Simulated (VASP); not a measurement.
# A VASP study of SmY (LDA): structure first, properties next, part 2 of 4

What structure does SmY take at this level, and what are its properties? The cell is invented: it takes the structure of a Materials Project entry for Sm (space group 139 there), with some of its atoms replaced by other elements, volume scaled by an estimate. It may not be a known or stable phase. Left out of this account: 1 further run (relaxation: a spoilt try).

VASP 6.6.1, plane waves and PAW; the level of theory is named at each step.

Still holding for the runs below: The cell holds one magnetic atom, so no antiferromagnetic order fits into it. The k-mesh is coarse for a metal. Without U or exact exchange the f electrons of Sm come out too delocalised, which can shrink the cell and pin f bands at the Fermi level.

So far, moment of the cell, from the last line of the log (μB): step 3 (relaxing cell and atoms (LDA)) -6.31. The relaxed cell has a = 3.435, c = 5.032 Å (conventional setting).

## (4) Second relaxation

Level of this step: LDA, spin-polarised from a ferromagnetic start (one magnetic atom a cell); plane waves and PAW (Sm, Y_sv); invented cell (VASP).

The basis stayed that of the start cell while the cell moved. A rerun from the cell reached resets it; the error of the finite cutoff stays. The mesh changes with the cell too.

File INCAR:

```
SYSTEM = SmY
PREC = Accurate
ENCUT = 450
EDIFF = 1E-06
NELM = 100
ISMEAR = 1
SIGMA = 0.2
LREAL = .FALSE.
ALGO = Normal
GGA = CA
ISPIN = 2
MAGMOM = 5 0
LMAXMIX = 6
LORBIT = 11
LWAVE = .FALSE.
LCHARG = .FALSE.
IBRION = 2
NSW = 60
ISIF = 3
EDIFFG = -0.01
```

File POSCAR:

```
SmY
1.0
    3.4352297197      0.0000000000      0.0000000000
    0.0000000000      3.4352297197      0.0000000000
    0.0000000000      0.0000000000      5.0320088407
Sm Y
1 1
Direct
    0.5000000000      0.5000000000      0.5000000000
    0.0000000000      0.0000000000      0.0000000000
```

File KPOINTS:

```
Automatic mesh
0
Gamma
6 6 4
0 0 0
```

The projector-augmented-wave data sets are Sm and Y_sv (PBE family, release 64).

The run is started by

```bash
$ mpirun -np 1 vasp_std
```

Log:

```text
[... set-up lines as in an earlier step ...]
 entering main loop
       N       E                     dE             d eps       ncg     rms          rms(c)
DAV:   1     0.165277721417E+03    0.16528E+03   -0.10312E+04  3056   0.444E+03
DAV:   2     0.112172752363E+02   -0.15406E+03   -0.14429E+03  3252   0.412E+02
DAV:   3    -0.124165595819E+02   -0.23634E+02   -0.22572E+02  4116   0.139E+02
DAV:   4    -0.151649941870E+02   -0.27484E+01   -0.26032E+01  4712   0.368E+01
DAV:   5    -0.154446645425E+02   -0.27967E+00   -0.26699E+00  4256   0.102E+01    0.363E+01
DAV:   6    -0.174882072901E+02   -0.20435E+01   -0.65802E+00  4184   0.445E+01    0.289E+01
DAV:   7    -0.271957820478E+02   -0.97076E+01   -0.44191E+01  3748   0.923E+01    0.933E+01
DAV:   8    -0.177930010483E+02    0.94028E+01   -0.77108E+00  3844   0.324E+01    0.493E+01
DAV:   9    -0.162745188365E+02    0.15185E+01   -0.51214E+00  4276   0.261E+01    0.206E+01
DAV:  10    -0.166499012461E+02   -0.37538E+00   -0.12647E+00  4408   0.115E+01    0.355E+01
DAV:  11    -0.164503408012E+02    0.19956E+00   -0.14189E-01  4464   0.533E+00    0.253E+01
DAV:  12    -0.164387161425E+02    0.11625E-01   -0.40685E-02  4300   0.332E+00    0.208E+01
DAV:  13    -0.163937757552E+02    0.44940E-01   -0.38027E-02  4036   0.389E+00    0.144E+01
DAV:  14    -0.164536920129E+02   -0.59916E-01   -0.21894E-01  4076   0.103E+01    0.872E+00
DAV:  15    -0.163958929709E+02    0.57799E-01   -0.53897E-02  4024   0.504E+00    0.726E+00
DAV:  16    -0.163896113923E+02    0.62816E-02   -0.51178E-02  4056   0.469E+00    0.511E+00
DAV:  17    -0.163941683009E+02   -0.45569E-02   -0.11493E-02  4744   0.156E+00    0.270E+00
DAV:  18    -0.163904132774E+02    0.37550E-02   -0.40895E-03  4232   0.133E+00    0.138E+00
DAV:  19    -0.163899793611E+02    0.43392E-03   -0.62577E-04  4704   0.393E-01    0.869E-01
DAV:  20    -0.163895937951E+02    0.38557E-03   -0.49362E-04  4060   0.477E-01    0.327E-01
DAV:  21    -0.163895508138E+02    0.42981E-04   -0.24506E-04  4704   0.296E-01    0.411E-01
DAV:  22    -0.163895353713E+02    0.15442E-04   -0.89900E-05  4696   0.159E-01    0.239E-01
DAV:  23    -0.163895391754E+02   -0.38041E-05   -0.35603E-05  4656   0.673E-02    0.142E-01
DAV:  24    -0.163895395550E+02   -0.37964E-06   -0.56607E-06  3176   0.491E-02
   1 F= -.16389540E+02 E0= -.16388503E+02  d E =-.163895E+02  mag=     6.3854
 curvature:   0.00 expect dE= 0.000E+00 dE for cont linesearch  0.000E+00
 trial: gam= 0.00000 g(F)=  0.000E+00 g(S)=  0.353E-03 ort = 0.000E+00 (trialstep = 0.100E+01)
 search vector abs. value=  0.353E-03
 bond charge predicted
       N       E                     dE             d eps       ncg     rms          rms(c)
DAV:   1    -0.164728070502E+02   -0.83268E-01   -0.15861E-01  4412   0.717E+00    0.790E+00
DAV:   2    -0.265835532492E+02   -0.10111E+02   -0.31759E+01  3544   0.776E+01    0.812E+01
DAV:   3    -0.161589239547E+02    0.10425E+02   -0.18979E+01  3624   0.396E+01    0.521E+01
DAV:   4    -0.164475423180E+02   -0.28862E+00   -0.21803E+00  4140   0.603E+00    0.102E+01
DAV:   5    -0.163806111025E+02    0.66931E-01   -0.42605E-01  4016   0.836E+00    0.286E+00
DAV:   6    -0.163905862525E+02   -0.99752E-02   -0.89064E-02  4036   0.969E-01    0.142E+00
DAV:   7    -0.163896991700E+02    0.88708E-03   -0.78190E-03  4340   0.795E-01    0.667E-01
DAV:   8    -0.163895288227E+02    0.17035E-03   -0.80098E-04  4460   0.298E-01    0.414E-01
DAV:   9    -0.163895550135E+02   -0.26191E-04   -0.27710E-04  4288   0.253E-01    0.346E-01
DAV:  10    -0.163894935415E+02    0.61472E-04   -0.87163E-05  4124   0.174E-01    0.267E-01
DAV:  11    -0.163896425808E+02   -0.14904E-03   -0.28912E-04  4420   0.343E-01    0.202E-01
DAV:  12    -0.163895263512E+02    0.11623E-03   -0.19470E-04  3932   0.332E-01    0.100E-01
DAV:  13    -0.163895382779E+02   -0.11927E-04   -0.40338E-05  4644   0.628E-02    0.905E-02
DAV:  14    -0.163895314269E+02    0.68510E-05   -0.87062E-06  3480   0.568E-02    0.574E-02
DAV:  15    -0.163895294542E+02    0.19727E-05   -0.16664E-06  2684   0.268E-02    0.444E-02
DAV:  16    -0.163895287937E+02    0.66052E-06   -0.12375E-06  2396   0.280E-02
   2 F= -.16389529E+02 E0= -.16388487E+02  d E =0.107613E-04  mag=     6.3931
[...]
3 F= -.16389576E+02 E0= -.16388546E+02  d E =-.360081E-04  mag=     6.3888
[...]
4 F= -.16389573E+02 E0= -.16388544E+02  d E =-.334900E-04  mag=     6.3906
 curvature:  -0.20 expect dE=-0.201E-04 dE for cont linesearch -0.141E-04
 ZBRENT: bisectioning
 opt :   0.8101  next Energy=   -16.389606 (dE=-0.660E-04)
 bond charge predicted
       N       E                     dE             d eps       ncg     rms          rms(c)
DAV:   1    -0.163925390674E+02   -0.29654E-02   -0.57401E-03  4364   0.136E+00    0.147E+00
DAV:   2    -0.167854681291E+02   -0.39293E+00   -0.57721E-01  3472   0.146E+01    0.181E+01
DAV:   3    -0.163869425142E+02    0.39853E+00   -0.47109E-01  3548   0.129E+01    0.633E-01
DAV:   4    -0.163893270204E+02   -0.23845E-02   -0.24792E-02  4336   0.741E-01    0.279E-01
DAV:   5    -0.163895406466E+02   -0.21363E-03   -0.22945E-03  3900   0.164E-01    0.203E-01
DAV:   6    -0.163895785655E+02   -0.37919E-04   -0.30840E-04  4236   0.840E-02    0.193E-01
DAV:   7    -0.163895664713E+02    0.12094E-04   -0.58357E-05  3932   0.679E-02    0.150E-01
DAV:   8    -0.163895617658E+02    0.47055E-05   -0.12675E-05  3692   0.356E-02    0.117E-01
DAV:   9    -0.163895597920E+02    0.19739E-05   -0.16163E-05  4016   0.897E-02    0.827E-02
DAV:  10    -0.163895578536E+02    0.19384E-05   -0.51057E-06  3384   0.279E-02    0.517E-02
DAV:  11    -0.163895563180E+02    0.15356E-05   -0.33121E-06  2160   0.431E-02    0.343E-02
DAV:  12    -0.163895562598E+02    0.58238E-07   -0.43343E-07  1896   0.160E-02
   5 F= -.16389556E+02 E0= -.16388532E+02  d E =-.167048E-04  mag=     6.3920
 curvature:  -0.47 expect dE=-0.167E-05 dE for cont linesearch -0.140E-05
 trial: gam= 0.00000 g(F)=  0.110E-63 g(S)=  0.356E-05 ort =-0.324E-04 (trialstep = 0.962E+00)
 search vector abs. value=  0.356E-05
 reached required accuracy - stopping structural energy minimisation
```

Wall time 2.4 min (1 MPI rank of Intel Xeon 6975P-C (Granite Rapids), shared host); peak memory 0.2 GiB.

Parts of OUTCAR (step 4):

```text
  LATTYP: Found a simple tetragonal cell.
 ALAT       =     3.4352297197
 C/A-ratio  =     1.4648245536

The static configuration has the point symmetry D_4h.

 Found     30 irreducible k-points:

   k-points           NKPTS =     30   k-points in BZ     NKDIM =     30   number of bands    NBANDS=     20

   dimension x,y,z NGX =    24 NGY =   24 NGZ =   36
   dimension x,y,z NGXF=    48 NGYF=   48 NGZF=   72

   ENCUT  =  450.0 eV  33.07 Ry    5.75 a.u.   5.94  5.94  8.70*2*pi/ulx,y,z

   NELECT =      27.0000    total number of electrons

 E-fermi :   3.2820

 spin component 1
 k-point     1 :       0.0000    0.0000    0.0000
  band No.  band energies     occupation
    ...
     14       3.1506      0.94402
     15       3.1506      0.94402
     16       3.1975      0.82462
     17       3.1990      0.81992
     18       3.1990      0.81992
     19       4.9660     -0.00000
     20       5.2696     -0.00000

 k-point     2 :       0.1667    0.0000    0.0000
  band No.  band energies     occupation
    ...
     14       3.1151      0.99839
     15       3.1624      0.91927
     16       3.1809      0.87322
     17       3.1924      0.84036
     18       3.1939      0.83570
     19       4.7770     -0.00000
     20       5.2829     -0.00000

 k-point     3 :       0.3333    0.0000    0.0000
  band No.  band energies     occupation
    ...
     13       3.1039      1.00970
     14       3.1606      0.92329
     15       3.1667      0.90936
     16       3.2064      0.79615
     17       3.2671      0.56288
     18       3.2972      0.43616
     19       4.0005     -0.00000
     20       4.3809     -0.00000

 k-point     4 :       0.5000    0.0000    0.0000
  band No.  band energies     occupation
    ...
     11       2.7966      1.00159
     12       2.9157      1.01325
     13       3.0795      1.02641
     14       3.1446      0.95530
     15       3.1527      0.93987
     16       3.2980      0.43247
     17       3.3218      0.33524
     18       3.4538     -0.00360
     19       3.9483     -0.00001
     20       4.0669     -0.00000

  Total       -0.0081789     -0.0081789     -0.0037078      0.0000000      0.0000000      0.0000000
  in kB       -0.2197780     -0.2197780     -0.0996341      0.0000000      0.0000000      0.0000000
  external PRESSURE =      -0.1797301 kB  Pullay stress =       0.0000000 kB

  energy-cutoff  :      450.00
  volume of cell :       59.62
      direct lattice vectors                 reciprocal lattice vectors
     3.439526627  0.000000000  0.000000000     0.290737682  0.000000000  0.000000000
     0.000000000  3.439526627  0.000000000     0.000000000  0.290737682  0.000000000
     0.000000000 -0.000000000  5.039901352     0.000000000  0.000000000  0.198416582

 POSITION                                       TOTAL-FORCE (eV/Angst)
 -----------------------------------------------------------------------------------
      1.71976      1.71976      2.51995         0.000000      0.000000      0.000000
      0.00000      0.00000      0.00000         0.000000     -0.000000      0.000000
 -----------------------------------------------------------------------------------
    total drift:                                0.000000      0.000000     -0.000000

  FREE ENERGIE OF THE ION-ELECTRON SYSTEM (eV)
  ---------------------------------------------------
  free  energy   TOTEN  =       -16.3895562598 eV

  energy  without entropy=      -16.3864836412  energy(sigma->0) =      -16.38853205

 total charge
# of ion       s       p       d       f       tot
--------------------------------------------------
    1        2.078   5.542   0.556   5.473  13.649
    2        2.326   6.200   1.056   0.011   9.592
--------------------------------------------------
tot          4.404  11.741   1.611   5.484  23.240

 magnetization (x)
# of ion       s       p       d       f       tot
--------------------------------------------------
    1        0.000  -0.045   0.164   5.454   5.573
    2       -0.002   0.072   0.142   0.004   0.215
--------------------------------------------------
tot         -0.002   0.026   0.306   5.458   5.788

[... 2 parts as in an earlier step ...]

[... 11 further parts left out ...]
```

CONTCAR:

```
SmY
   1.00000000000000
     3.4395266272930449    0.0000000000000000    0.0000000000000000
     0.0000000000000000    3.4395266272930449    0.0000000000000000
     0.0000000000000000   -0.0000000000000000    5.0399013524456517
  Sm              Y
     1     1
Direct
     0.5000000000000000    0.5000000000000000    0.5000000000000000
     0.0000000000000000    0.0000000000000000    0.0000000000000000
```

Step by step:

```csv
step,energy less that of the first step (eV),largest force (eV/Å),pressure (GPa),volume (Å³)
1,0.0000,0.0000,0.19,59.38
2,0.0000,0.0000,-0.17,59.68
3,0.0000,0.0000,0.07,59.52
4,0.0000,0.0000,0.08,59.57
5,0.0000,0.0000,-0.02,59.62
```

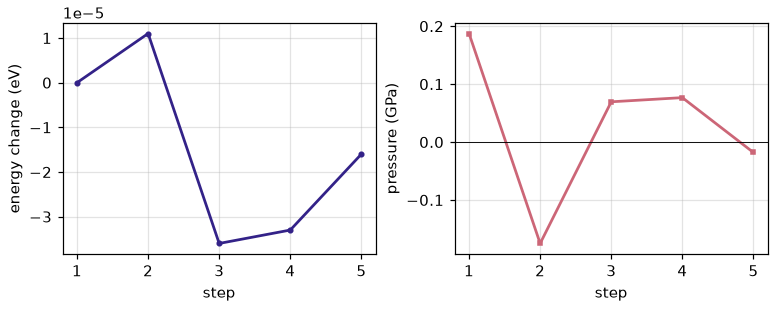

Energy and pressure along the relaxation.

```csv
"conventional cell, symmetrised",before,after,change
a (Å),3.435,3.440,+0.1 %
b (Å),3.435,3.440,+0.1 %
c (Å),5.032,5.040,+0.2 %
volume (Å³/atom),29.69,29.81,+0.4 %
```

Final coordinates:

```
Sm Y
1.0
     3.43953    0.00000    0.00000
     0.00000    3.43953    0.00000
     0.00000    0.00000    5.03990
Sm Y
1 1
Cartesian
  1.7198 1.7198 2.5200
  0.0000 0.0000 0.0000
```

Numbers from this step:

```yaml
irreducible_k_points: 30
free_energy_toten: -16.39 eV
energy_at_zero_smearing: -16.39 eV
fermi_energy: 3.282 eV
pressure: -0.01797 GPa
moment_of_the_cell_from_the_last_line_of_the_log: 6.392 μB
scf_cycles_over_all_ionic_steps: 75
```

Spin moment in the PAW sphere by atom:

```csv
atom,spin moment in the PAW sphere (μB)
Sm1,5.57
Y2,0.21
```

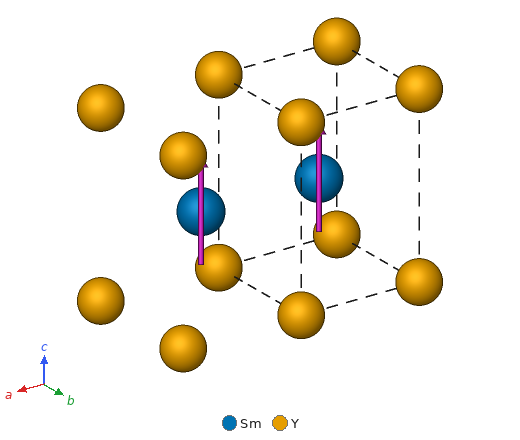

Spin moment in the PAW sphere as arrows, the longest 5.57 μB. Up and down stand for the sign. Arrows give size and sign along the axis of quantisation, drawn up and down the page. 2×1×1 cells are drawn. Some periodic images of atoms are drawn too.

It ends with forces that vanish by symmetry and a pressure of -0.02 GPa.

## (5) Single point with fields (LDA)

The relaxed cell gets a fresh self-consistent run, on a basis set for its own volume, to fix the density and to check the remaining stress.

INCAR: that of step 4 with these lines changed.

```diff
@@ -15,6 +15,5 @@
 LWAVE = .FALSE.
-LCHARG = .FALSE.
-IBRION = 2
-NSW = 60
-ISIF = 3
-EDIFFG = -0.01
+LCHARG = .TRUE.
+ISIF = 2
+LELF = .TRUE.
+LVHAR = .TRUE.
```

File POSCAR:

```
SmY
1.0
    3.4395266273      0.0000000000      0.0000000000
    0.0000000000      3.4395266273      0.0000000000
    0.0000000000      0.0000000000      5.0399013524
Sm Y
1 1
Direct
    0.5000000000      0.5000000000      0.5000000000
    0.0000000000      0.0000000000      0.0000000000
```

KPOINTS is that of step 4.

The run is started by

```bash
$ mpirun -np 1 vasp_std
```

Log:

```text
[... set-up lines as in an earlier step ...]
 entering main loop
       N       E                     dE             d eps       ncg     rms          rms(c)
DAV:   1     0.166471133384E+03    0.16647E+03   -0.10290E+04  3024   0.444E+03
DAV:   2     0.109325389881E+02   -0.15554E+03   -0.14697E+03  3264   0.416E+02
DAV:   3    -0.126188377561E+02   -0.23551E+02   -0.22407E+02  4084   0.140E+02
DAV:   4    -0.151430664239E+02   -0.25242E+01   -0.24028E+01  4680   0.361E+01
DAV:   5    -0.154407112582E+02   -0.29764E+00   -0.28316E+00  4256   0.104E+01    0.361E+01
DAV:   6    -0.173665971685E+02   -0.19259E+01   -0.65318E+00  4228   0.422E+01    0.271E+01
DAV:   7    -0.271803494036E+02   -0.98138E+01   -0.43009E+01  3764   0.900E+01    0.929E+01
DAV:   8    -0.182978959684E+02    0.88825E+01   -0.63344E+00  3840   0.299E+01    0.531E+01
DAV:   9    -0.162537273242E+02    0.20442E+01   -0.65074E+00  4252   0.290E+01    0.231E+01
DAV:  10    -0.163928557678E+02   -0.13913E+00   -0.12226E+00  4548   0.459E+00    0.327E+01
DAV:  11    -0.166021115879E+02   -0.20926E+00   -0.22562E-01  3932   0.952E+00    0.286E+01
DAV:  12    -0.163766502474E+02    0.22546E+00   -0.18560E-01  4040   0.823E+00    0.193E+01
DAV:  13    -0.164123653625E+02   -0.35715E-01   -0.28736E-02  4404   0.297E+00    0.141E+01
DAV:  14    -0.163877293365E+02    0.24636E-01   -0.45468E-02  4520   0.406E+00    0.791E+00
DAV:  15    -0.163874052487E+02    0.32409E-03   -0.15832E-02  4196   0.181E+00    0.593E+00
DAV:  16    -0.163935073827E+02   -0.61021E-02   -0.91302E-03  4068   0.201E+00    0.373E+00
DAV:  17    -0.163902890144E+02    0.32184E-02   -0.83107E-03  3604   0.232E+00    0.311E+00
DAV:  18    -0.163904972553E+02   -0.20824E-03   -0.19832E-03  4252   0.104E+00    0.156E+00
DAV:  19    -0.163901495431E+02    0.34771E-03   -0.18640E-03  3916   0.106E+00    0.127E+00
DAV:  20    -0.163899101557E+02    0.23939E-03   -0.34147E-04  4356   0.405E-01    0.424E-01
DAV:  21    -0.163898786879E+02    0.31468E-04   -0.17257E-04  4456   0.265E-01    0.306E-01
DAV:  22    -0.163898811406E+02   -0.24528E-05   -0.66184E-05  4476   0.136E-01    0.228E-01
DAV:  23    -0.163898875854E+02   -0.64448E-05   -0.15236E-05  3992   0.708E-02    0.218E-01
DAV:  24    -0.163898850128E+02    0.25726E-05   -0.59128E-06  3432   0.431E-02    0.117E-01
DAV:  25    -0.163898861703E+02   -0.11575E-05   -0.21898E-06  2348   0.283E-02    0.588E-02
DAV:  26    -0.163898863261E+02   -0.15578E-06   -0.49390E-07  2040   0.166E-02
   1 F= -.16389886E+02 E0= -.16388858E+02  d E =-.308389E-02  mag=     6.3921
```

Elapsed: 57 s, on 1 MPI rank; peak memory 0.2 GiB.

OUTCAR, selected parts (step 5):

```text
   ENCUT  =  450.0 eV  33.07 Ry    5.75 a.u.   5.95  5.95  8.72*2*pi/ulx,y,z

   NELECT =      27.0000    total number of electrons

 E-fermi :   3.2818

 spin component 1
 k-point     1 :       0.0000    0.0000    0.0000
  band No.  band energies     occupation
    ...
     14       3.1503      0.94418
     15       3.1503      0.94418
     16       3.1976      0.82364
     17       3.1986      0.82034
     18       3.1986      0.82034
     19       4.9660     -0.00000
     20       5.2695     -0.00000

 k-point     2 :       0.1667    0.0000    0.0000
  band No.  band energies     occupation
    ...
     14       3.1147      0.99858
     15       3.1623      0.91876
     16       3.1805      0.87357
     17       3.1920      0.84072
     18       3.1936      0.83601
     19       4.7769     -0.00000
     20       5.2848     -0.00000

  Total        0.0128793      0.0128793      0.0157985      0.0000000      0.0000000     -0.0000000
  in kB        0.3460854      0.3460854      0.4245289      0.0000000      0.0000000     -0.0000000
  external PRESSURE =       0.3722333 kB  Pullay stress =       0.0000000 kB

 POSITION                                       TOTAL-FORCE (eV/Angst)
 -----------------------------------------------------------------------------------
      1.71976      1.71976      2.51995         0.000000      0.000000      0.000000
      0.00000      0.00000      0.00000         0.000000      0.000000      0.000000
 -----------------------------------------------------------------------------------
    total drift:                                0.000000      0.000000     -0.000000

  FREE ENERGIE OF THE ION-ELECTRON SYSTEM (eV)
  ---------------------------------------------------
  free  energy   TOTEN  =       -16.3898863261 eV

  energy  without entropy=      -16.3868024385  energy(sigma->0) =      -16.38885836

 magnetization (x)
# of ion       s       p       d       f       tot
--------------------------------------------------
    1        0.000  -0.045   0.164   5.455   5.574
    2       -0.002   0.072   0.142   0.004   0.215
--------------------------------------------------
tot         -0.002   0.026   0.306   5.459   5.789

[... 5 parts as in an earlier step ...]

[... 16 further parts left out ...]
```

With spin, VASP writes an ELF for each channel.

Numbers from this step:

| Quantity | Value |
| --- | --- |
| SCF cycles | 26 |
| pressure | 0.03722 GPa |

Valence electrons inside each PAW sphere by angular momentum. Sphere charges, by row:

```csv
atom,s (e),p (e),d (e),f (e),tot (e)
Sm1,2.078,5.542,0.555,5.474,13.65
Y2,2.326,6.2,1.056,0.011,9.591
```

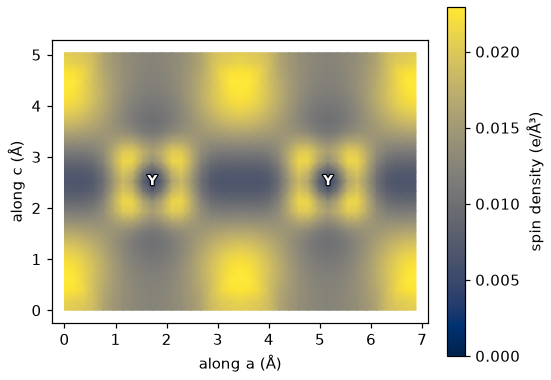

Spin density in the ac plane at fractional y = 0.000, with atoms of Y within 0.2 Å of it. The map starts off the cell's origin, so that atoms lie inside it.

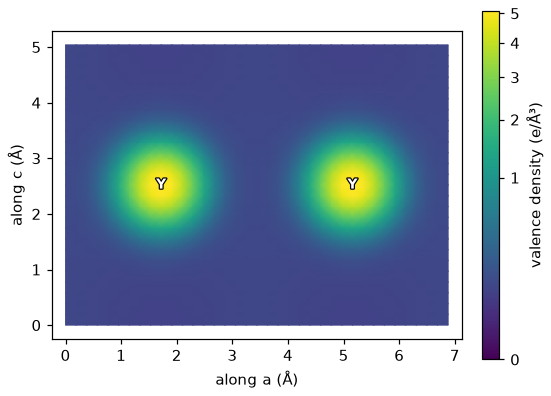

Valence density in the ac plane at fractional y = 0.000, with atoms of Y within 0.2 Å of it. It is the smooth field of the valence electrons, not physical close to the nuclei. The map starts off the cell's origin, so that atoms lie inside it. The colour scale is stretched toward low values.

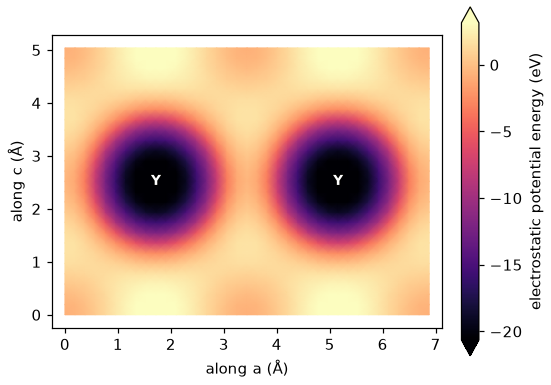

Electrostatic potential energy in the ac plane at fractional y = 0.000, with atoms of Y within 0.2 Å of it. With pseudopotentials it is smooth inside the atoms' cores, unlike the true potential. The map starts off the cell's origin, so that atoms lie inside it.

In this run the pressure is 0.04 GPa, small enough to go on.

[end of part 2 of 4]

[Lines on the potential files, build, host, timing and source positions are cut from VASP's logs without a mark.]

[Logs are printed without paths, hosts, clocks, repeated set-up lines and the standing remarks that a program may print on its own settings, such as how far it seeks lower states.]

[Hosts, paths, dates, database ids (printed as entryN), source tags and the programs' standing remarks are cut or masked in the printed files.]

[A measured line is paired with the nearest computed mode of its activity, which favours agreement.]

[In band tables of VASP the shares of atoms and orbitals are scaled to a sum of 1 inside the atoms' spheres.]
